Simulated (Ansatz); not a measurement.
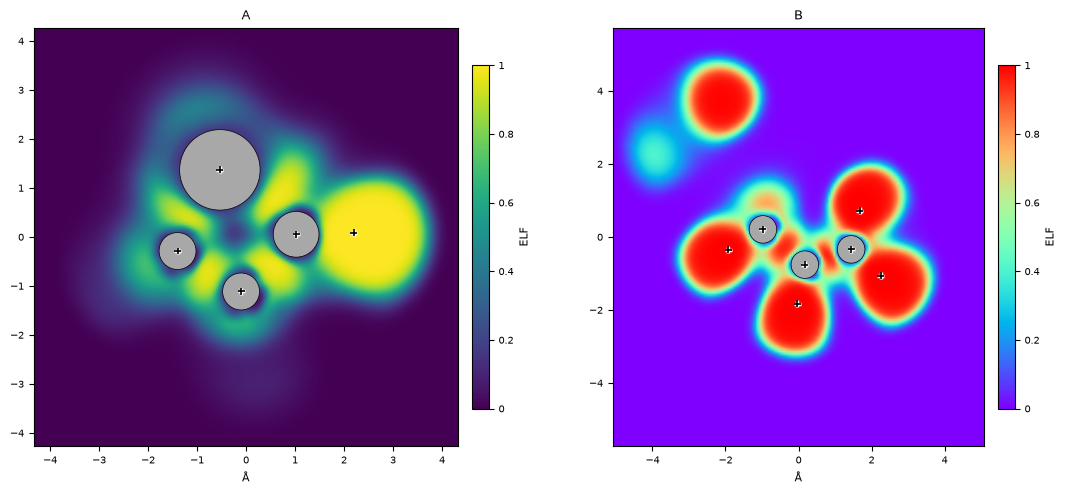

The ELF of 2 systems, each on a plane through atoms (crosses mark nuclei in the plane; grey discs cover the cores).

Method: SCF lc_wpbe, Gaussian basis in Ansatz 0.2.0.

System 1: C₃H₉GeP (SMILES C=C[CH2][GeH2][PH2]), the plane of atoms C3, C2 and H8. 

```xyz
14

C    -2.1123    1.1320    0.1919
C    -1.8057   -0.1682    0.1628
C    -0.5586   -0.6685   -0.5039
Ge    1.0195   -0.1638    0.5239
P     2.8847   -0.9788   -0.5122
H    -1.4558    1.8708   -0.2578
H    -3.0292    1.4632    0.6684
H    -2.4919   -0.8847    0.6045
H    -0.5942   -1.7761   -0.5671
H    -0.4813   -0.2582   -1.5331
H     0.9178   -0.7575    1.9519
H     1.1120    1.3809    0.6085
H     3.7929   -0.1600    0.2719
H     2.8022   -0.0310   -1.6100
```

System 2: C₂H₆BClGe (SMILES ClC1[BH][GeH2][CH2]1), the plane of atoms B3, C2 and C5. 

```xyz
11

Cl    1.5051    1.3552    1.5709
C    -0.0083    0.8765    0.6777
B    -0.4883   -0.5961    1.1535
Ge   -0.0995   -1.1952   -0.7571
C     0.2742    0.6367   -0.8143
H    -0.8300    1.6238    0.8256
H    -0.7727   -1.0922    2.1858
H     1.0828   -2.1356   -0.9102
H    -1.4998   -1.5357   -1.4271
H    -0.4239    1.2116   -1.4252
H     1.3257    0.7940   -1.0590
```

> Which map belongs to which system?

Panel A is system 2, C₂H₆BClGe: the plane holds C, B, Ge and H. C–C (1.54 Å): the ELF peaks at about 0.95 between the atoms (a covalent bond). Panel B is system 1, C₃H₉GeP: the plane holds C and H. C–C (1.34 Å): the ELF peaks at about 0.95 between the atoms; a multiple bond.
